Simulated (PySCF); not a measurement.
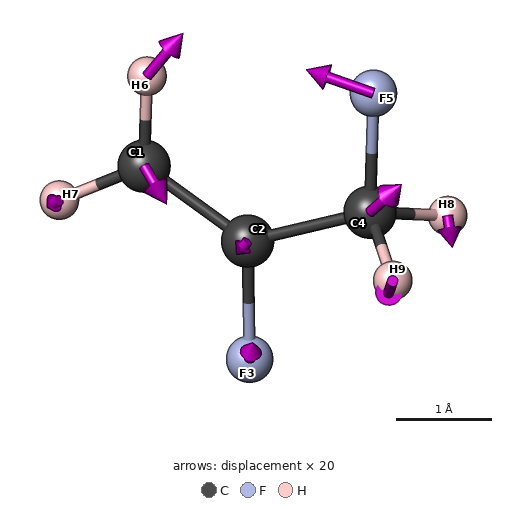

This is a relaxation of C3H4F2. The starting structure is drawn; purple arrows show the displacements, magnified 20 times. The two geometries are superimposed by the best rigid fit.

The picture is a ball-and-stick view, seen at a tilt.

The start comes from GFN2-xTB. Its atoms were then displaced at random by about 0.01 Å.

The calculation used PySCF, PBE0-D3(BJ)/def2-SVP geometry optimisation, gas phase. 

Describe the change and its energy.

The energy falls by 11.0 kJ/mol in 9 geometry steps. F5 moves most after the best rigid fit: 0.038 Å. Largest moves by element: F 0.038 Å, H 0.033 Å, C 0.028 Å. Near-neighbour distances that change, for instance: C1–H6 1.049 → 1.089 Å, C2–C4 1.461 → 1.495 Å, C1–C2 1.349 → 1.325 Å, C4–H9 1.128 → 1.105 Å. Among the angles between lasting bonds that change: F5–C4–H9 105.8° → 109.7°, F5–C4–H8 106.6° → 109.7°, C2–C4–H9 111.6° → 109.3°.
